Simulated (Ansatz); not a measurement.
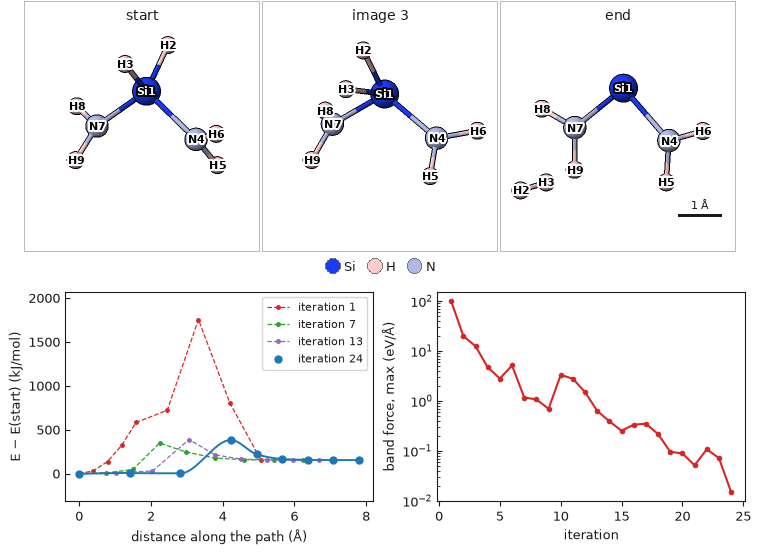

NEB run on SiN₂H₆. Images are numbered from 0 (start) to 8 (end). The plot follows the band through its iterations. The picture is a ball-and-stick view, seen at a tilt.

Method: RHF/def2-TZVP (Ansatz). Set-up: 7 movable images; climbing image; force threshold 0.05 eV/Å; iteration limit 60; starting path through a guess of the saddle point.

Did the band converge, and can the barrier be trusted?

The run is converged, with reservations. The band converged in 24 iterations. The largest component of the band force went from 99 to 0.015 eV/Å. The climbing image converged on the top of the path. Its vibrational analysis gives one imaginary mode (1628i cm⁻¹), as a transition state must have. The first iteration put the highest image at 1756.1 kJ/mol. The highest point, image 3, lies 383.8 kJ/mol above the start and 228.8 kJ/mol above the end; the end is at +155.0 kJ/mol relative to the start.

Limits of the set-up: Hartree-Fock leaves out electron correlation.

The run took 92 s on 4 threads of Arm Neoverse V2 (shared host), peak memory 0.23 GiB.
